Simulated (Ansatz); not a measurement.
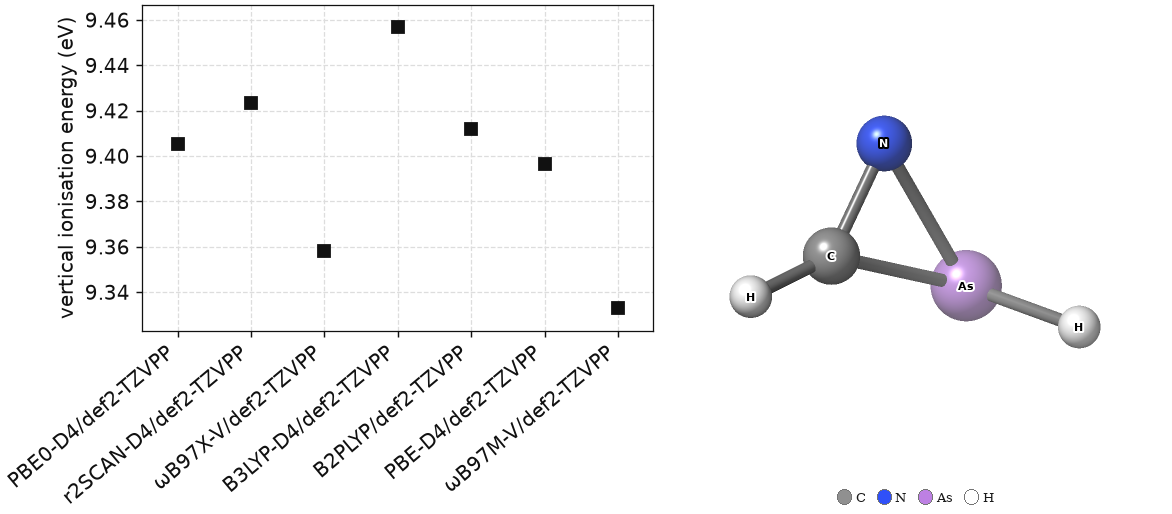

Vertical ionisation energy of CH₂AsN, SMILES C1=N[AsH]1, taken as the energy of the cation less that of the neutral at fixed geometry (unrestricted doublet cation, cores frozen in correlated methods, no spin-orbit coupling), the Ansatz code, at a PBE0-D4/def2-TZVP geometry (a minimum by its frequencies).

> What range do the values span?

From 9.33 eV (ωB97M-V/def2-TZVPP) to 9.46 eV (B3LYP-D4/def2-TZVPP).

> Give the values.

```tsv
level	eV
PBE0-D4/def2-TZVPP	9.41
r2SCAN-D4/def2-TZVPP	9.42
ωB97X-V/def2-TZVPP	9.36
B3LYP-D4/def2-TZVPP	9.46
B2PLYP/def2-TZVPP	9.41
PBE-D4/def2-TZVPP	9.40
ωB97M-V/def2-TZVPP	9.33
```

Caveats, for all or some of the runs: no scalar relativity up to krypton; outer-core shells are correlated without core-valence functions, which makes the correlated values less sure.
